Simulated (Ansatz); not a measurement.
# GaH5NO (doublet): what the fields show

Input file:

```
crystal:
  periodic: [false, false, false]
  atoms:
    - { symbol: Ga, position_ang: [0.0, 0.0, 0.0] }
    - { symbol: H, position_ang: [0.0, 0.0, 1.82] }
    - { symbol: O, position_ang: [1.5501, 0.0, -0.895] }
    - { symbol: H, position_ang: [1.85, -0.9519, -1.0499] }
    - { symbol: H, position_ang: [-1.3596, 0.0, -0.785] }
    - { symbol: "N", position_ang: [0.0, 0.0, 3.18] }
    - { symbol: H, position_ang: [-0.496, -0.7725, 3.71] }
    - { symbol: H, position_ang: [0.496, 0.7725, 3.71] }
magnetization:
  spin_polarized: true
  initial_magnetization: 1
basis:
  gaussian: { orbitals: def2-SVP }
hamiltonian:
  xc: b3lyp
  dispersion: d4
relax:
  f_tol: 0.15
  max_steps: 25
  restrain:
    - { distance: [1, 5], at: 2.26, k: 30.0 }
    - { distance: [0, 1], at: 1.57, k: 30.0 }
output:
  orbitals: {}
```

Command:

```sh
ansatz run input.yaml --threads 2 --pin off --max-ram 3072MiB --backend cpu --events-out ev --progress --plain --runs-dir out
```

The fields are those of the run's last geometry, not of the input's.

Not at a stationary point (largest force 0.7 eV/Å).

The calculation used UKS B3LYP-D4/def2-SVP (Ansatz 0.2.0).

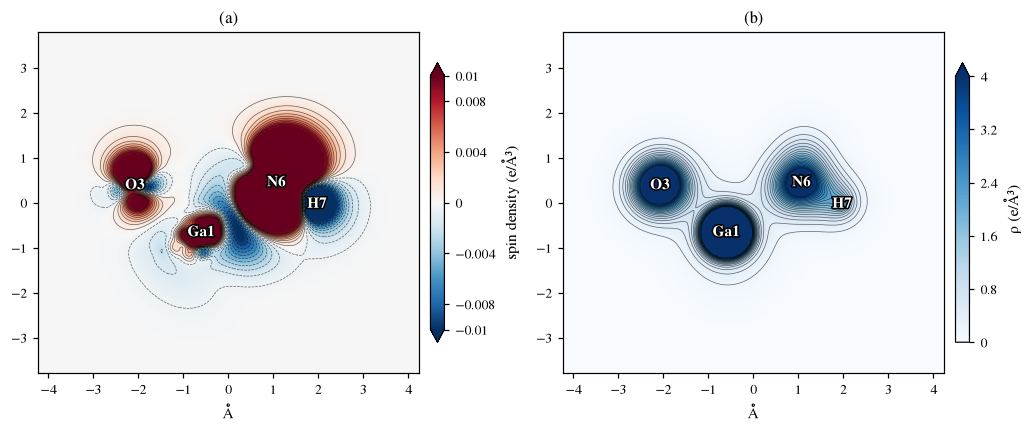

Figure 1. (a) spin density (α minus β); (b) total electron density on the plane of atoms Ga1, N6 and H7.

Interpret the plot.

- The plane passes through Ga, O, N and H nuclei.
- Ga–O (1.81 Å): ρ at the midpoint is about 0.83 e/Å³.
- Ga–N (2.00 Å): ρ at the midpoint is about 0.59 e/Å³.
- N–H (1.02 Å): ρ is about 2.8 e/Å³ halfway.
- The unpaired spin (1 electron) lies mostly on N6 (about 0.6), H2 (about 0.2) and Ga1 (about 0.1), in electrons by Hirshfeld's partition.

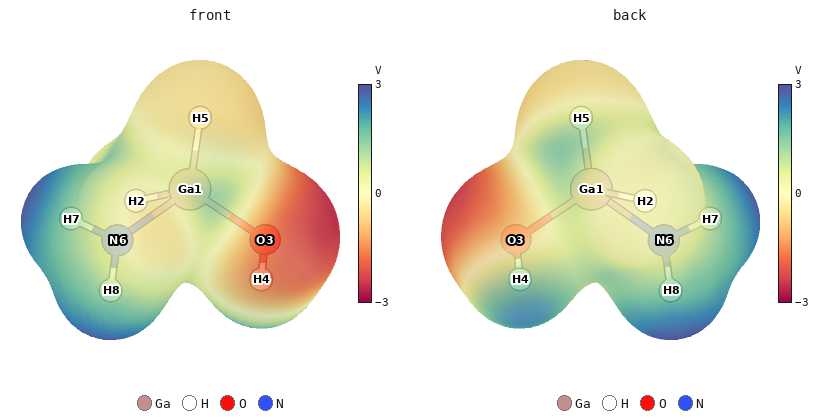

Figure 2. The electrostatic potential painted on the density surface at 0.004 e/bohr³, seen from the front and from behind; the colour scale runs from red (negative) to blue (positive).

Describe the electrostatic potential map.

The most negative region (about −2.5 V) lies over O3, the most positive (about +2.8 V) over H7 and H8. O3 is the likeliest acceptor of a hydrogen bond.

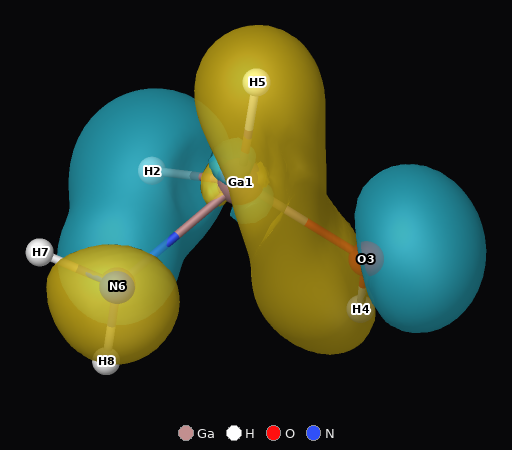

Figure 3. The HOMO−1 (β) at ±0.1 Å⁻³ᐟ² (yellow and cyan are the two phases), seen at a tilt.

Describe this orbital and give its energy.

Its weight (Hirshfeld) is mainly on O3 (about 50 %), Ga1 (about 15 %), H2 (about 15 %) and N6 (about 10 %). Its energy is −7.76 eV.
